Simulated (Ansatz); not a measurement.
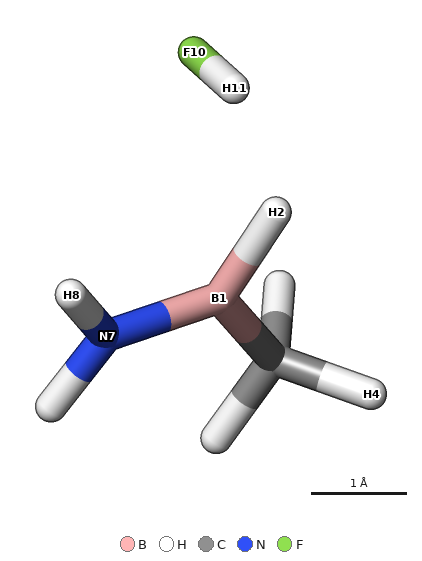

The structure as given in the input (stick view, seen at a tilt; atoms are numbered from 1 in the order of the input). Bond lengths as drawn: B–C 1.57 Å, B–H 1.21 Å, B–N 1.39 Å, C–H 1.10 Å, F–H 0.94 Å and H–N 1.01 Å.

## Nudged elastic band, with input and output: CH₇BFN (part 1 of 2)

CH₇BFN, computed with RKS B3LYP/6-31G* (Ansatz 0.2.0).

One setting was made poor on purpose. It belongs to a series of runs on one base structure; here: band between the two ends. Figures and captions count atoms from 1; the log counts them from 0 in places.

The program's output
```
Engine: ansatz 0.2.0, aarch64-unknown-linux-gnu
Functional definition: B3LYP
  parameter a0 = 0.2
  parameter ax = 0.72
  parameter ac = 0.81
  exchange = (1 - a0 - ax)*slater_x + ax*b88_x + a0*exact_x
  correlation = (1 - ac)*vwn_rpa_c + ac*lyp_c
859 factors; integrals over basis functions are off by at most 4.3e-4 eV
mean field evaluation 1: about -6026.6742 eV, gradient 6.7e1 eV
mean field evaluation 2: about -6020.1416 eV, gradient 8.6e1 eV
mean field evaluation 4: about -6035.4032 eV, gradient 3.0e0 eV
mean field evaluation 8: about -6035.4306 eV, gradient 3.9e-2 eV
mean field -6035.43060510 eV, -221.7979837756 hartree, gradient 3.1e-5 eV, S^2 0.000000; 0 other end points of the search recorded, 0 dependent functions left out
the calculation of the forces begins
reference -6035.43079326 eV, -221.7979906902 hartree; 17, 17 occupied and 57, 57 virtual orbitals, 859 factors
859 factors; integrals over basis functions are off by at most 1.1e-3 eV
mean field evaluation 16: about -6023.9648 eV, gradient 7.8e1 eV
mean field -6036.96318147 eV, -221.8543049183 hartree, gradient 2.8e-5 eV, S^2 0.000000; 0 other end points of the search recorded, 0 dependent functions left out
[... from here on the field's lines of each further geometry are left out, up to the last ...]
NEB iter   1: max|band force component| = 1.786e1 eV/Å  barrier→ = 3.5217 eV  barrier← = 5.0542 eV  Δτ_max = 0.2000 Å  (217 SCF iters)
NEB iter   2: max|band force component| = 3.219e0 eV/Å  barrier→ = 2.1324 eV  barrier← = 3.6650 eV  Δτ_max = 0.2000 Å  (193 SCF iters)
NEB iter   3: max|band force component| = 2.461e0 eV/Å  barrier→ = 1.4695 eV  barrier← = 3.0021 eV  Δτ_max = 0.2000 Å  (187 SCF iters)
NEB iter   4: max|band force component| = 2.226e0 eV/Å  barrier→ = 1.5192 eV  barrier← = 3.0517 eV  Δτ_max = 0.1985 Å  (184 SCF iters)
NEB iter   5: max|band force component| = 1.153e0 eV/Å  barrier→ = 1.4885 eV  barrier← = 3.0211 eV  Δτ_max = 0.1975 Å  (174 SCF iters)
NEB iter   6: max|band force component| = 1.639e0 eV/Å  barrier→ = 1.3566 eV  barrier← = 2.8891 eV  Δτ_max = 0.1010 Å  (173 SCF iters)
NEB iter   7: max|band force component| = 5.518e-1 eV/Å  barrier→ = 1.2883 eV  barrier← = 2.8209 eV  CI = image 3  Δτ_max = 0.1984 Å  (166 SCF iters)
NEB iter   8: max|band force component| = 6.213e-1 eV/Å  barrier→ = 1.3132 eV  barrier← = 2.8458 eV  CI = image 3  Δτ_max = 0.1389 Å  (174 SCF iters)
NEB iter   9: max|band force component| = 3.514e-1 eV/Å  barrier→ = 1.2184 eV  barrier← = 2.7510 eV  CI = image 3  Δτ_max = 0.1986 Å  (172 SCF iters)
NEB iter  10: max|band force component| = 9.285e-1 eV/Å  barrier→ = 1.2361 eV  barrier← = 2.7687 eV  CI = image 3  Δτ_max = 0.1001 Å  (174 SCF iters)
NEB iter  11: max|band force component| = 5.972e-1 eV/Å  barrier→ = 1.2112 eV  barrier← = 2.7438 eV  CI = image 3  Δτ_max = 0.1966 Å  (170 SCF iters)
NEB iter  12: max|band force component| = 2.859e0 eV/Å  barrier→ = 1.2305 eV  barrier← = 2.7630 eV  CI = image 4  Δτ_max = 0.2000 Å  (175 SCF iters)
NEB iter  13: max|band force component| = 1.010e0 eV/Å  barrier→ = 1.5079 eV  barrier← = 3.0405 eV  CI = image 4  Δτ_max = 0.2000 Å  (178 SCF iters)
NEB iter  14: max|band force component| = 2.296e0 eV/Å  barrier→ = 1.7165 eV  barrier← = 3.2491 eV  CI = image 4  Δτ_max = 0.1042 Å  (176 SCF iters)
NEB iter  15: max|band force component| = 3.755e0 eV/Å  barrier→ = 1.8879 eV  barrier← = 3.4205 eV  CI = image 4  Δτ_max = 0.0496 Å  (166 SCF iters)
NEB iter  16: max|band force component| = 3.308e0 eV/Å  barrier→ = 1.7482 eV  barrier← = 3.2808 eV  CI = image 4  Δτ_max = 0.0991 Å  (161 SCF iters)
NEB iter  17: max|band force component| = 1.676e0 eV/Å  barrier→ = 1.4962 eV  barrier← = 3.0288 eV  CI = image 4  Δτ_max = 0.1950 Å  (169 SCF iters)
NEB iter  18: max|band force component| = 7.943e-1 eV/Å  barrier→ = 1.2987 eV  barrier← = 2.8313 eV  CI = image 4  Δτ_max = 0.1952 Å  (169 SCF iters)
NEB iter  19: max|band force component| = 1.014e0 eV/Å  barrier→ = 1.2002 eV  barrier← = 2.7328 eV  CI = image 3  Δτ_max = 0.1954 Å  (168 SCF iters)
NEB iter  20: max|band force component| = 2.380e0 eV/Å  barrier→ = 1.1954 eV  barrier← = 2.7280 eV  CI = image 3  Δτ_max = 0.0997 Å  (176 SCF iters)
NEB iter  21: max|band force component| = 9.811e-1 eV/Å  barrier→ = 1.1947 eV  barrier← = 2.7273 eV  CI = image 3  Δτ_max = 0.2000 Å  (168 SCF iters)
NEB iter  22: max|band force component| = 1.208e0 eV/Å  barrier→ = 1.1933 eV  barrier← = 2.7259 eV  CI = image 3  Δτ_max = 0.0986 Å  (165 SCF iters)
NEB iter  23: max|band force component| = 7.357e-1 eV/Å  barrier→ = 1.1924 eV  barrier← = 2.7250 eV  CI = image 3  Δτ_max = 0.0969 Å  (168 SCF iters)
NEB iter  24: max|band force component| = 6.973e-1 eV/Å  barrier→ = 1.1921 eV  barrier← = 2.7247 eV  CI = image 3  Δτ_max = 0.1000 Å  (164 SCF iters)
NEB iter  25: max|band force component| = 1.129e0 eV/Å  barrier→ = 1.1920 eV  barrier← = 2.7246 eV  CI = image 3  Δτ_max = 0.0488 Å  (156 SCF iters)
NEB iter  26: max|band force component| = 2.568e-1 eV/Å  barrier→ = 1.1920 eV  barrier← = 2.7246 eV  CI = image 3  Δτ_max = 0.0999 Å  (153 SCF iters)
the calculation of the forces begins
reference -6036.94858036 eV, -221.8537683374 hartree; 17, 17 occupied and 57, 57 virtual orbitals, 859 factors
859 factors; integrals over basis functions are off by at most 4.5e-4 eV
mean field evaluation 1312: about -6034.2386 eV, gradient 1.7e-5 eV
mean field -6034.23862494 eV, -221.7541793125 hartree, gradient 1.9e-5 eV, S^2 0.000000; 1 other end points of the search recorded, 0 dependent functions left out
the calculation of the forces begins
reference -6034.23881305 eV, -221.7541862257 hartree; 17, 17 occupied and 57, 57 virtual orbitals, 859 factors
NEB iter  27: max|band force component| = 1.706e-1 eV/Å  barrier→ = 1.1920 eV  barrier← = 2.7246 eV  CI = image 3  Δτ_max = 0.0000 Å  (335 SCF iters)
```

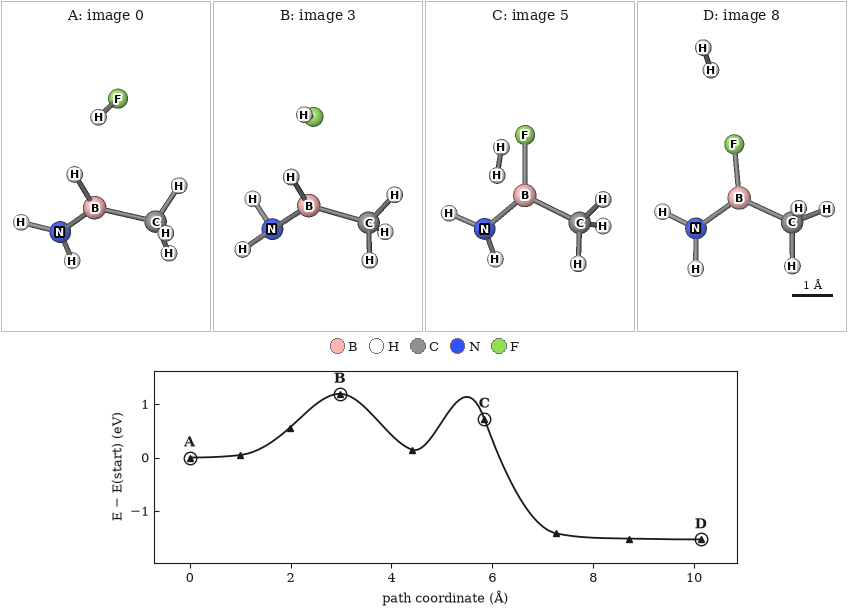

Images of the last band (counted from 0; ball-and-stick, seen at an oblique angle) above the energy along the path; the line is a cubic interpolation that uses the forces. The highest image is number 3, 1.192 eV above the start and 2.725 eV above the end (the climbing image); the end lies 1.533 eV below the start. The path is 10.13 Å long. The band converged in 27 iterations.

```
Total energy: -6034.23881305 eV, -221.7541862257 hartree
Atom 0 at    -0.021158    -0.107159    -0.138187 Å, force     0.001760     0.000085    -0.000277 eV/Å
Atom 1 at    -0.127831    -0.264732     1.073069 Å, force     0.001005    -0.000655     0.000795 eV/Å
Atom 2 at     1.419687    -0.070965    -0.746423 Å, force    -0.000694     0.002315     0.001200 eV/Å
Atom 3 at     1.675869    -1.112965    -1.008017 Å, force     0.000377    -0.000783     0.000020 eV/Å
Atom 4 at     1.457832     0.495000    -1.683552 Å, force     0.000116    -0.000645     0.000229 eV/Å
Atom 5 at     2.200949     0.279380    -0.063158 Å, force    -0.001488    -0.000217    -0.000121 eV/Å
Atom 6 at    -1.214470    -0.152195    -1.003958 Å, force    -0.001465    -0.002203    -0.008169 eV/Å
Atom 7 at    -1.721235    -1.025521    -0.838094 Å, force    -0.001484    -0.004338     0.001767 eV/Å
Atom 8 at    -1.866974     0.569203    -0.689205 Å, force     0.002341     0.004814     0.003809 eV/Å
Atom 9 at    -0.338212     2.184086     0.658244 Å, force    -0.000216     0.003501    -0.001485 eV/Å
Atom 10 at    -0.221154     1.589667     1.378880 Å, force    -0.000252    -0.001874     0.002232 eV/Å
Dipole moment:    -0.107713    -0.185679     0.410272 e Å
this run last wrote the band of iteration 27 to [file]
```

The last band as extended XYZ (Å, eV, eV/Å)
```
11
Properties=species:S:1:pos:R:3:forces:R:3 image=0 energy=-6035.43060
B    -0.1171   -0.2151   -0.1841   -0.0039   0.0166  -0.0146
H    -0.2069   -0.4562    1.0003    0.0016  -0.0096   0.0127
C     1.2889    0.0225   -0.8466    0.0120  -0.0055  -0.0011
H     1.9653   -0.8227   -0.6581   -0.0084   0.0134  -0.0016
H     1.2515    0.1921   -1.9300    0.0008  -0.0007   0.0114
H     1.7576    0.9009   -0.3816   -0.0091  -0.0147  -0.0076
N    -1.3221   -0.1832   -0.8831    0.0052  -0.0056   0.0053
H    -2.2250   -0.3157   -0.4491    0.0007  -0.0022  -0.0040
H    -1.3772    0.0027   -1.8764    0.0002   0.0037   0.0019
F     0.1971    2.0902    1.5354    0.0018   0.0062   0.0048
H     0.0313    1.1683    1.6127   -0.0009  -0.0017  -0.0073
11
Properties=species:S:1:pos:R:3:forces:R:3 image=1 energy=-6035.38594
B    -0.0413   -0.2427   -0.1265   -0.0020  -0.0020  -0.0014
H    -0.0871   -0.5567    1.0432   -0.0056   0.0097   0.0040
C     1.3458   -0.0068   -0.8313   -0.0046   0.0014  -0.0062
H     1.8169   -0.9812   -1.0300    0.0189   0.0042   0.0084
H     1.2798    0.5249   -1.7883   -0.0182  -0.0126  -0.0116
H     2.0403    0.5429   -0.1854   -0.0191   0.0274  -0.0126
N    -1.2709   -0.1833   -0.7816   -0.0019   0.0029   0.0058
H    -2.1507   -0.3888   -0.3296   -0.0186   0.0513   0.0157
H    -1.3786    0.1304   -1.7371    0.0298  -0.0619  -0.0569
F    -0.1098    2.2175    1.2114    0.0212   0.0021   0.0502
H    -0.2011    1.3277    1.4948    0.0002  -0.0223   0.0046
11
Properties=species:S:1:pos:R:3:forces:R:3 image=2 energy=-6034.87212
B    -0.0119   -0.2211   -0.1157    0.0116  -0.1155   0.0226
H    -0.0432   -0.6038    1.0347    0.0823  -0.3377  -0.0303
C     1.3951    0.0062   -0.7731   -0.0237   0.0718  -0.0127
H     1.6919   -1.0230   -1.0514    0.0261   0.0863  -0.0053
H     1.4182    0.5928   -1.6967   -0.0319   0.0784  -0.0104
H     2.1727    0.3604   -0.0879   -0.0343   0.0979  -0.0117
N    -1.2467   -0.2378   -0.8095   -0.0311  -0.1192   0.2145
H    -1.9984   -0.8002   -0.4448   -0.2924   0.2273   0.4372
H    -1.6071    0.5494   -1.3226    0.2863  -0.0331  -0.7072
F    -0.3003    2.2214    0.7839    0.0286   0.0662   0.0842
H    -0.2270    1.5394    1.4226   -0.0215  -0.0224   0.0190
11
Properties=species:S:1:pos:R:3:forces:R:3 image=3 energy=-6034.23862
B    -0.0212   -0.1072   -0.1382    0.0018   0.0001  -0.0003
H    -0.1278   -0.2647    1.0731    0.0010  -0.0007   0.0008
C     1.4197   -0.0710   -0.7464   -0.0007   0.0023   0.0012
H     1.6759   -1.1130   -1.0080    0.0004  -0.0008   0.0000
H     1.4578    0.4950   -1.6836    0.0001  -0.0006   0.0002
H     2.2009    0.2794   -0.0632   -0.0015  -0.0002  -0.0001
N    -1.2145   -0.1522   -1.0040   -0.0015  -0.0022  -0.0082
H    -1.7212   -1.0255   -0.8381   -0.0015  -0.0043   0.0018
H    -1.8670    0.5692   -0.6892    0.0023   0.0048   0.0038
F    -0.3382    2.1841    0.6582   -0.0002   0.0035  -0.0015
H    -0.2212    1.5897    1.3789   -0.0003  -0.0019   0.0022
11
Properties=species:S:1:pos:R:3:forces:R:3 image=4 energy=-6035.28415
B    -0.0309   -0.1504   -0.0605   -0.0015   0.1644   0.0497
H    -0.1134    0.0449    1.1302    0.0152   0.1669   0.0668
C     1.3857   -0.2620   -0.7524   -0.0339  -0.0267   0.0248
H     1.6758   -1.2949   -0.9850   -0.0227  -0.0534  -0.0061
H     1.4110    0.3019   -1.6943   -0.0157  -0.0706  -0.0218
H     2.1718    0.1496   -0.1084   -0.0084  -0.0423  -0.0229
N    -1.2596   -0.2545   -0.7156    0.1541  -0.1304   0.1774
H    -1.3869   -0.6234   -1.6434    0.0605   0.2203  -0.3642
H    -2.1232    0.0248   -0.2782   -0.1621  -0.2196   0.1299
F    -0.2816    2.6367    0.8042   -0.0028   0.1097  -0.0021
H    -0.2055    1.8113    1.2429    0.0174  -0.1184  -0.0316
```
